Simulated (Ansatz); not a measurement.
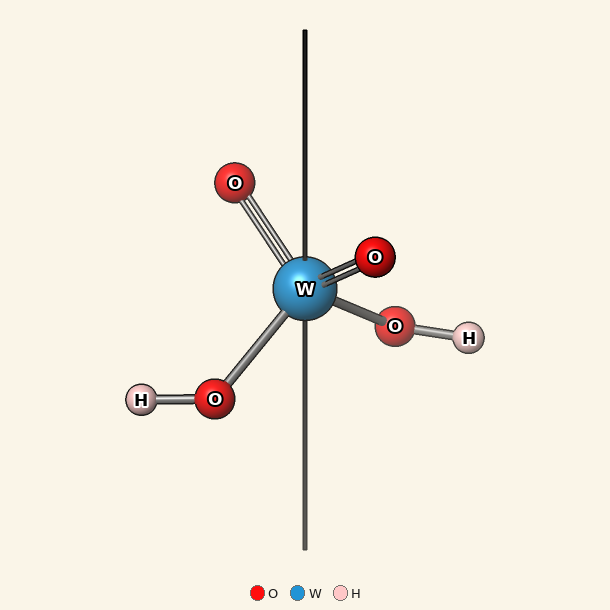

All proper rotation axes (lines) and mirror planes (discs) of the structure are drawn in. Distant atoms are faded towards the background colour. The species is neutral and a spin singlet. The geometry was computed by an optimisation with PBE0-D4/def2-TZVP.

### Name the symmetry elements and the point group.

It has 1 C2 axis. Point group C2. The group has 2 operations. The geometry is chiral, and symmetry allows a dipole moment.
